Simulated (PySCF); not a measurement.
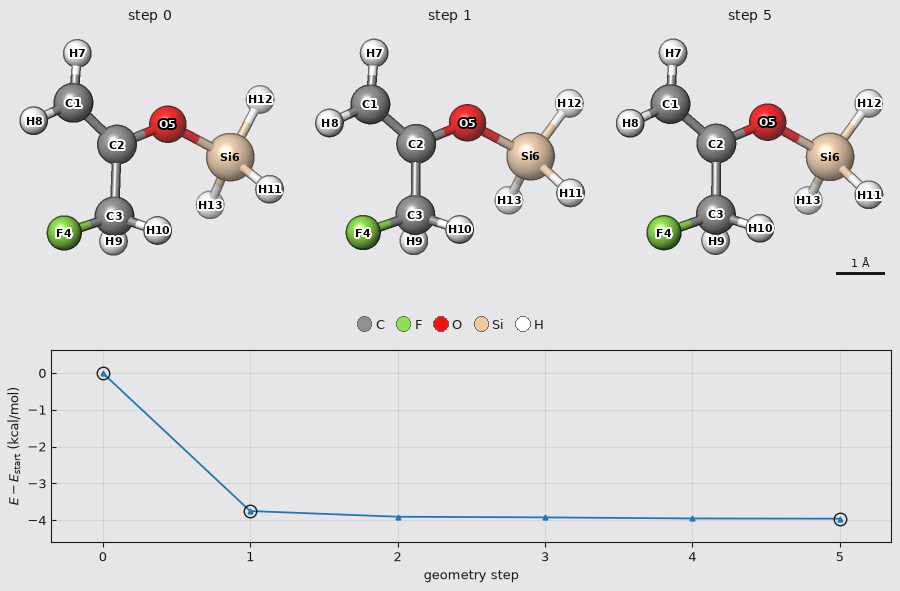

Frames of a relaxation of C3H7FOSi, marked on the history of the run. Style: ball-and-stick. Shown at a tilt.

The start comes from GFN2-xTB. Its atoms were then displaced at random by about 0.01 Å.

Level of theory: PBE0-D3(BJ)/def2-SVP geometry optimisation, gas phase (PySCF 2.14.0, density-fitted response routines). 

### Describe the path.

The energy falls by 3.96 kcal/mol in 5 geometry steps. The atom that moves furthest after the best rigid fit is H12 (0.20 Å). Largest moves by element: H 0.20 Å, C 0.07 Å, O 0.05 Å, F 0.03 Å, Si 0.02 Å. Near-neighbour distances that change, for instance: Si6–H11 1.452 → 1.495 Å, O5–Si6 1.634 → 1.671 Å, C1–H7 1.057 → 1.091 Å, C3–F4 1.327 → 1.361 Å. Among the angles between lasting bonds that change: O5–Si6–H12 99.0° → 105.5°, H11–Si6–H12 113.5° → 110.3°. From step 0 to 1: H12 moves most (0.22 Å), energy −3.75 kcal/mol. From step 1 to 5: H11 moves most (0.05 Å), energy −0.21 kcal/mol.
